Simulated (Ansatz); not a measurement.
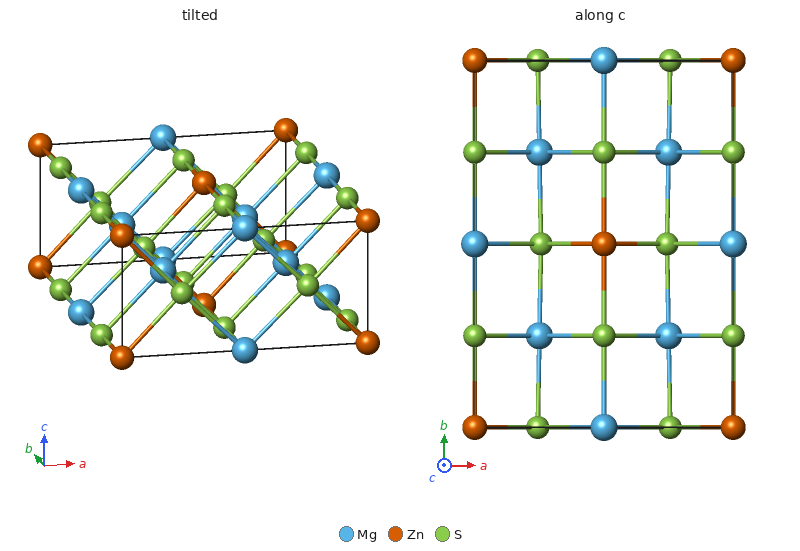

Figure: ball-and-stick view slightly off an axis and along the c axis. Thin lines show the conventional unit cell, with boundary atoms drawn in all their periodic places.

Mg3ZnS4, space group Cmmm (No. 65), a = 7.344 Å, b = 10.427 Å, c = 3.676 Å, α = 90.00°, β = 90.00°, γ = 90.00°. The structure was taken from a structure type filled with these elements by a generator (whether the compound takes this form wasn't checked). Earlier steps of the study, as a rule a relaxation of our own, may have changed the cell and positions, so they can lie some per cent off the listed ones. Ansatz was used for an electronic-structure calculation on it.

This one geometry was computed with Ansatz (DFT, plane waves, PAW) at three levels of theory: PBE, LDA and r2SCAN.

Question: Which level gives the highest pressure at this volume, and what does that say about its equilibrium volume?

Answer: Highest: PBE (0.0 GPa), which points to the largest equilibrium volume. Lowest, with the smallest volume: LDA (-5.0 GPa). Levels within 0.5 GPa of each other can't be told apart.

Question: How does the band gap change with the level of theory?

Answer: LDA: a gap of 1.00 eV, indirect; PBE: a gap of 1.23 eV, indirect; r2SCAN: a gap of 1.77 eV, indirect.

Question: Collect the results in a table.

Answer:
| level | cutoff (eV) | k-mesh of the run's cell | gap (eV) | pressure (GPa) |
| --- | --- | --- | --- | --- |
| PBE | 420 | 6×6×8 | 1.23 | 0.0 |
| LDA | 420 | 6×6×8 | 1.00 | -5.0 |
| r2SCAN | 500 | 6×6×8 | 1.77 | -1.5 |

Gaps are taken on the k-mesh or band path of each run.
